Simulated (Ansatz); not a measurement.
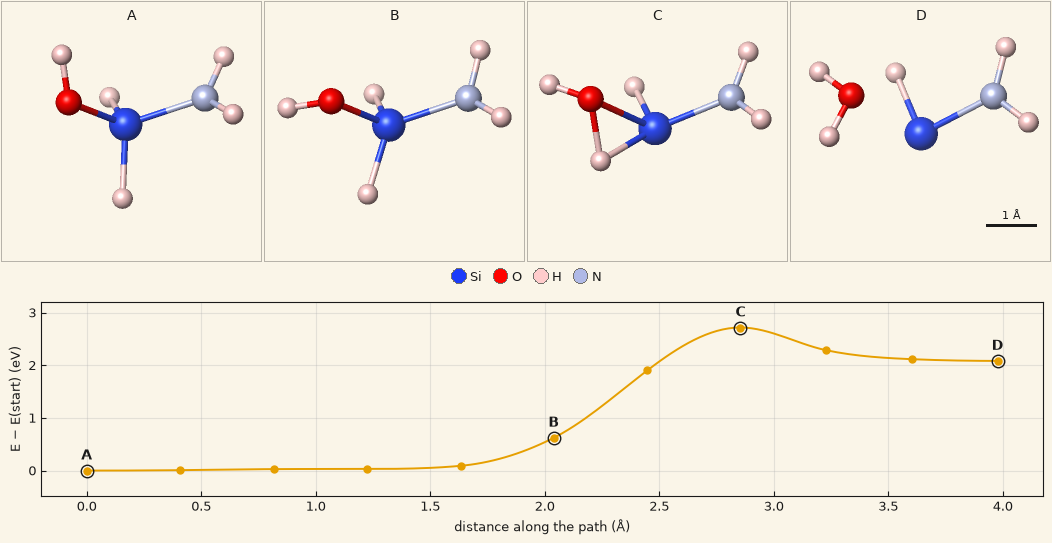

NEB run on SiNH5O. Images are numbered from 0 (start) to 10 (end). Frames A to D are images 0, 5, 7, 10. Style: ball-and-stick. Shown at a tilt.

These are results of RKS LDA/def2-SVP (Ansatz), not measurements. Run with 9 movable images; climbing image; force threshold 0.05 eV/Å; iteration limit 60; starting path through a guess of the saddle point.

**What happens along the path, and what is the barrier?**

The energy climbs by 2.72 eV to image 7 and then falls by 0.63 eV, so the end point sits at +2.08 eV. Breaking: H–Si (1.50 → 2.56 Å), O–Si (1.67 → 2.20 Å). Forming: H–O (2.47 → 0.98 Å). The band converged in 14 iterations, with a climbing image at the top.

The run took 110 s on 1 thread of Arm Neoverse V2, on a shared host, peak memory 0.12 GiB.
